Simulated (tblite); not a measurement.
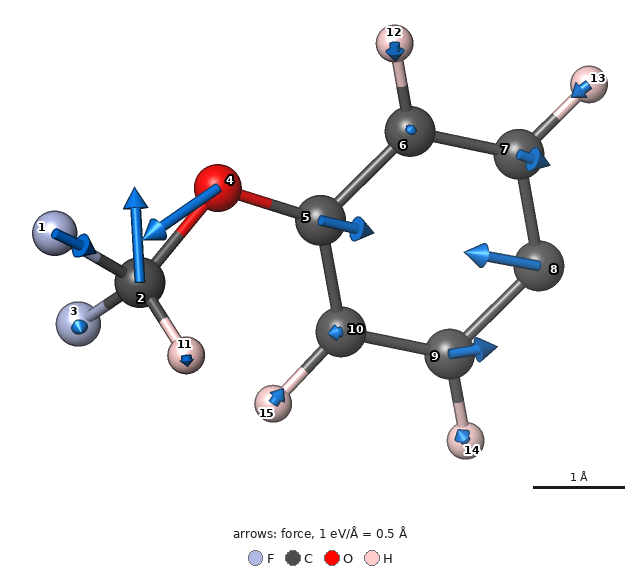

Starting geometry of C7H5F2O (multiplicity 2) with the computed forces as blue arrows. The picture is a ball-and-stick view, seen at a tilt.

Method: GFN2-xTB geometry optimisation, gas phase in tblite. 

**Is this structure relaxed? If not, where do the atoms go?**

It isn't relaxed: the largest force vector, on O4, is 2.28 eV/Å. The final displacements follow the starting forces only in part (cosine between the two patterns 0.39). Over 42 geometry steps the energy falls by 19.4 kJ/mol. The largest move after the best rigid fit is that of F1, 0.13 Å. By element the largest moves are F 0.13 Å, H 0.10 Å, C 0.06 Å, O 0.05 Å. Among the contacts that change: C2–O4 1.412 → 1.345 Å, F1–C2 1.375 → 1.340 Å, O4–C5 1.359 → 1.393 Å, C7–C8 1.386 → 1.365 Å. Bond angles that change, for instance: C7–C8–C9 120.0° → 125.2°, F3–C2–H11 111.8° → 107.0°, C8–C9–H14 119.3° → 122.3°. Cost: 0.21 s on 1 thread of Arm Neoverse V2 (shared host).
